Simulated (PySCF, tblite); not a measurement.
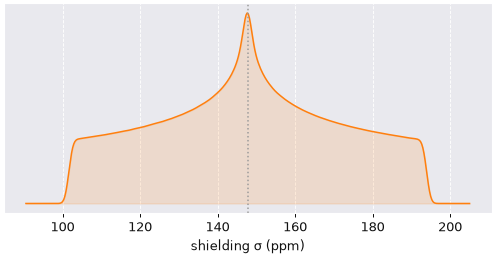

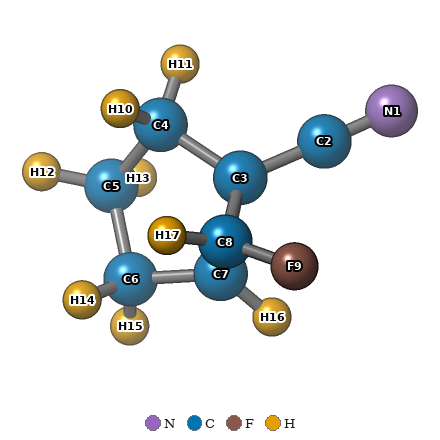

Static powder pattern (¹³C) from GIAO shielding tensors of C₇H₈FN, SMILES N#C[C@@]12CCC[C@@H]1[C@H]2F, PBE0/pcSseg-1 in PySCF 2.14.0, at a GFN2-xTB geometry (a minimum by its frequencies); absolute shielding, one fixed geometry of the isolated molecule without any motion, no dipolar terms. The dotted line is the isotropic value; skew is 3(σiso − σ22)/span.

The pattern belongs to C7. Give the principal values, span and skew.

C7: σ11, σ22, σ33 = 102, 148, 194 ppm, isotropic 148, span 92 ppm, skew 0.00.

Known limits of this run: the tight-binding geometry is rougher than a DFT one and adds to the error.
